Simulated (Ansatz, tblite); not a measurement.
# Ti(NH2)Cl3 (Cl3H2NTi): spin states and exact exchange

Aim: set other spin states of Ti(NH2)Cl3 (Cl3H2NTi) against its singlet, on many levels of theory.

Program: Ansatz 0.2.0, Gaussian basis. Level of theory: as each input shows. These are calculated values, not measurements.

The runs, in order: triplet, at the geometry of the singlet (GFN1-xTB, GFN2-xTB, PBE0-D4/def2-TZVP, PBE-D4/def2-TZVP, r2SCAN-D4/def2-TZVP); the singlet's energies come from earlier runs.

**1. The structure**

The singlet was relaxed beforehand with r2SCAN-D4/def2-SVP.

7 atoms, charge 0, spin multiplicity 1.

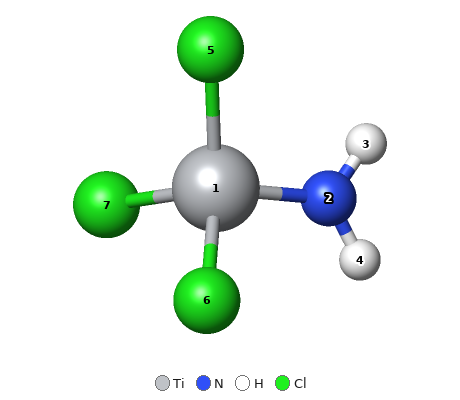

The structure; titanium light grey, nitrogen blue, hydrogen white, chlorine green; atoms are numbered from 1 in the order of the file.

Formally the metal is d0. No spin-orbit coupling is included.

**2. Triplet at the fixed geometry, GFN1-xTB**

Tight binding, by tblite at 300 K electronic temperature and without a spin-polarisation term:

```python
tblite.interface.Calculator('GFN1-xTB', numbers, positions, charge=0, uhf=2).singlepoint()
```

Energy -499.9281 eV; 0.007 s.

**3. Triplet at the fixed geometry, GFN2-xTB**

Tight binding, by tblite at 300 K electronic temperature and without a spin-polarisation term:

```python
tblite.interface.Calculator('GFN2-xTB', numbers, positions, charge=0, uhf=2).singlepoint()
```

Energy -524.5486 eV; 0.007 s.

**4. Triplet at the fixed geometry, PBE0-D4/def2-TZVP**

in.yaml

```yaml
crystal:
  periodic: [false, false, false]
  atoms:
    - {symbol: Ti, position_ang: [0.008503, 0.011311, -0.669644]}
    - {symbol: N, position_ang: [0.016542, 0.025382, 1.165063]}
    - {symbol: H, position_ang: [0.771672, -0.346563, 1.741640]}
    - {symbol: H, position_ang: [-0.761906, 0.351605, 1.739127]}
    - {symbol: Cl, position_ang: [2.099818, -0.031070, -1.300352]}
    - {symbol: Cl, position_ang: [-1.099385, 1.783123, -1.314995]}
    - {symbol: Cl, position_ang: [-1.035244, -1.793788, -1.360849]}
basis:
  gaussian: {orbitals: def2-TZVP}
magnetization: {spin_polarized: true, initial_magnetization: 2}
hamiltonian: {xc: pbe0, dispersion: d4}
scf: {omitted_lower_state_checks: [starts]}
output: {orbitals: {seedname: orbitals}}
```

Command:

```sh
> ansatz run in.yaml --threads 4 --pin off --events-out ev --progress --plain --max-ram 3916MiB
```

The log of the run:

```text
Functional definition: PBE0
  name "PBE0"
  cite "Adamo & Barone, J. Chem. Phys. 110, 6158 (1999) doi:10.1063/1.478522"
  cite "Perdew, Burke & Ernzerhof, Phys. Rev. Lett. 77, 3865 (1996) doi:10.1103/PhysRevLett.77.3865"
  parent pbe
  parameter a = 0.25
  parameter kappa = 0.804
  parameter beta = 0.06672455060314922
  exchange = (1 - a)*pbe_x(kappa = kappa, mu = beta*pi^2/3) + a*exact_x
  correlation = pbe_c(beta = beta)
these checks for a lower state are left out or cut short: starts
1513 factors; their error is unknown
mean field evaluation 1: about -62180.3637 eV, gradient 5.0e1 eV
mean field evaluation 2: about -62148.4979 eV, gradient 8.9e1 eV
mean field evaluation 4: about -62187.9645 eV, gradient 2.5e1 eV
mean field evaluation 8: about -62191.3578 eV, gradient 5.1e-1 eV
mean field evaluation 16: about -62191.5972 eV, gradient 2.0e-2 eV
mean field evaluation 32: about -62191.5972 eV, gradient 2.2e-4 eV
mean field -62191.59722102 eV, -2285.4990428937 hartree, gradient 1.9e-5 eV, S^2 2.010483; 0 other end points of the search recorded, 0 dependent functions left out
reference -62191.59725600 eV, -2285.4990441792 hartree; 42, 40 occupied and 157, 159 virtual orbitals, 1513 factors
Total energy: -62191.81455227 eV, -2285.5070296699 hartree
Checks for a lower state left out: starts
```

Wall time 21 s (4 threads of Arm Neoverse V2, shared host); peak memory 1.4 GiB.

From the report: HOMO -5.55 eV, LUMO -6.67 eV (over both spins; with the spin held, an empty level of the minority spin lies below the top filled one); ⟨S²⟩ 2.010 (pure: 2.00).

**5. Triplet at the fixed geometry, PBE-D4/def2-TZVP**

start.molden holds the orbitals of an earlier run on this state, given as this run's starting guess.

in.yaml, as its differences from that of step 4:

```diff
@@ -11,5 +11,5 @@
 basis:
-  gaussian: {orbitals: def2-TZVP}
+  gaussian: {orbitals: def2-TZVP, initial_orbitals: start.molden}
 magnetization: {spin_polarized: true, initial_magnetization: 2}
-hamiltonian: {xc: pbe0, dispersion: d4}
+hamiltonian: {xc: pbe, dispersion: d4}
 scf: {omitted_lower_state_checks: [starts]}
```

Same command.

The log of the run:

```text
Functional definition: PBE
  name "PBE"
  cite "Perdew, Burke & Ernzerhof, Phys. Rev. Lett. 77, 3865 (1996) doi:10.1103/PhysRevLett.77.3865"
  parent pbe
  parameter kappa = 0.804
  parameter beta = 0.06672455060314922
  exchange = pbe_x(kappa = kappa, mu = beta*pi^2/3)
  correlation = pbe_c(beta = beta)
these checks for a lower state are left out or cut short: starts
1424 factors; their error is unknown
mean field evaluation 1: about -62188.0092 eV, gradient 1.1e1 eV
mean field evaluation 2: about -62188.3144 eV, gradient 5.7e-1 eV
mean field evaluation 4: about -62188.3234 eV, gradient 2.1e-1 eV
mean field evaluation 8: about -62188.3236 eV, gradient 4.0e-5 eV
mean field -62188.32359086 eV, -2285.3787392044 hartree, gradient 3.3e-6 eV, S^2 2.004245; 0 other end points of the search recorded, 0 dependent functions left out
reference -62188.32363679 eV, -2285.3787408924 hartree; 42, 40 occupied and 157, 159 virtual orbitals, 1424 factors
Total energy: -62188.57361126 eV, -2285.3879272847 hartree
Checks for a lower state left out: starts
```

It took 5.5 s on 4 threads of Arm Neoverse V2, shared host.

HOMO -3.41 eV, LUMO -7.23 eV (over both spins; with the spin held, an empty level of the minority spin lies below the top filled one); ⟨S²⟩ 2.004 (pure: 2.00).

**6. Triplet at the fixed geometry, r2SCAN-D4/def2-TZVP**

in.yaml, as its differences from that of step 5:

```diff
@@ -13,3 +13,3 @@
 magnetization: {spin_polarized: true, initial_magnetization: 2}
-hamiltonian: {xc: pbe, dispersion: d4}
+hamiltonian: {xc: r2scan, dispersion: d4}
 scf: {omitted_lower_state_checks: [starts]}
```

Same command.

The log of the run:

```text
Functional definition: r2SCAN
  name "r2SCAN"
  cite "Furness, Kaplan, Ning, Perdew & Sun, J. Phys. Chem. Lett. 11, 8208 (2020) doi:10.1021/acs.jpclett.0c02405"
  cite "Furness, Kaplan, Ning, Perdew & Sun, J. Phys. Chem. Lett. 11, 9248 (2020) doi:10.1021/acs.jpclett.0c03077"
  parent r2scan
  parameter k0 = 0.174
  parameter k1 = 0.065
  parameter a1 = 4.9479
  exchange = r2scan_x(k0 = k0, k1 = k1, a1 = a1)
  correlation = r2scan_c
these checks for a lower state are left out or cut short: starts
1424 factors; their error is unknown
mean field evaluation 1: about -62207.3651 eV, gradient 8.0e0 eV
mean field evaluation 2: about -62207.4602 eV, gradient 2.1e-1 eV
mean field evaluation 4: about -62207.4509 eV, gradient 2.8e-2 eV
mean field evaluation 8: about -62207.4509 eV, gradient 1.7e-5 eV
mean field -62207.45088729 eV, -2286.0816543833 hartree, gradient 1.7e-5 eV, S^2 2.009656; 0 other end points of the search recorded, 0 dependent functions left out
reference -62207.45090247 eV, -2286.0816549413 hartree; 42, 40 occupied and 157, 159 virtual orbitals, 1424 factors
Total energy: -62207.51009320 eV, -2286.0838301604 hartree
Checks for a lower state left out: starts
```

Run time: 13 s. Hardware: 4 threads of Arm Neoverse V2, shared host.

From the report: HOMO -3.89 eV, LUMO -7.23 eV (over both spins; with the spin held, an empty level of the minority spin lies below the top filled one); ⟨S²⟩ 2.010 (pure: 2.00).

**7. Triplet less singlet, vertical**

The singlet's energies are those of its earlier runs, whose logs aren't repeated here.

```csv
level,"triplet less singlet, vertical (eV)",time
GFN1-xTB,+2.718,0.014 s
GFN2-xTB,+3.101,0.012 s
PBE-D4/def2-TZVP,+3.367,7.7 s
r2SCAN-D4/def2-TZVP,+3.289,19 s
PBE0-D4/def2-TZVP,+3.082,24 s
```

Times add the two runs; a level without a time comes out of a correlated run. Tight binding without a spin term can't rank spin states.

**8. Summary of results**

| quantity | value |
| --- | --- |
| triplet less singlet, vertical, functionals in def2-TZVP | +3.082 (PBE0-D4) to +3.367 eV (PBE-D4) |

What this shows: All functionals put the triplet above the singlet, over a spread of 0.284 eV. The checks for a lower triplet were left out, so another state of that spin may lie lower. The singlet here is a closed shell; an open-shell singlet can lie lower. These are electronic energies, without zero-point motion, entropy or surroundings.
